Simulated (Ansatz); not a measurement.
System: F$_{3}$GeH$_{3}$OSi (SMILES [F][Ge]([F])([F])[O][SiH3]).

```xyz
9

F    -2.8567   -0.5183    0.4881
F    -2.9111    0.2045   -2.1743
F    -1.6015   -2.0849   -1.4049
Ge   -1.9408   -0.4763   -0.9460
O    -0.5074    0.4276   -0.6966
Si    0.8609    0.9329   -1.5333
H     1.6116   -0.2572   -2.0248
H     0.4529    1.7837   -2.6870
H     1.6822    1.7116   -0.5705
```

Geometry: PBE0-D4/def2-SVP.

Computed with isolated molecule in a Gaussian basis; Kohn-Sham density functional theory, functional PBE0 in Ansatz 0.2.0.

**Predict the electron density and electron localisation function between the atoms.**

Si–O (1.68 Å): ρ is about 0.98 e/Å³ halfway; the ELF peaks at about 0.85 between the atoms: a polar covalent bond.
Ge–F (1.70 Å): ρ is about 1 e/Å³ halfway; the ELF peaks at about 0.80 in the valence shell of F, 0.6 Å from its nucleus, and is about 0.20 at the midpoint.
Ge–O (1.71 Å): the density is about 1.1 e/Å³ at the midpoint; the ELF peaks at about 0.80 in the valence shell of O, 0.6 Å from its nucleus, and is about 0.30 at the midpoint.
Si–H (1.49 Å): ρ is about 0.8 e/Å³ halfway; the ELF climbs to about 1 towards the hydrogen, as it does in any bond to H.

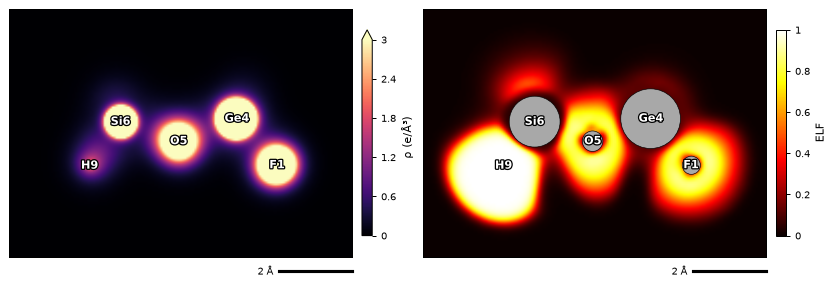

Computed electron density and electron localisation function on the plane of atoms Ge4, O5 and Si6, in this order. Grey discs cover the atomic cores in the ELF map. 
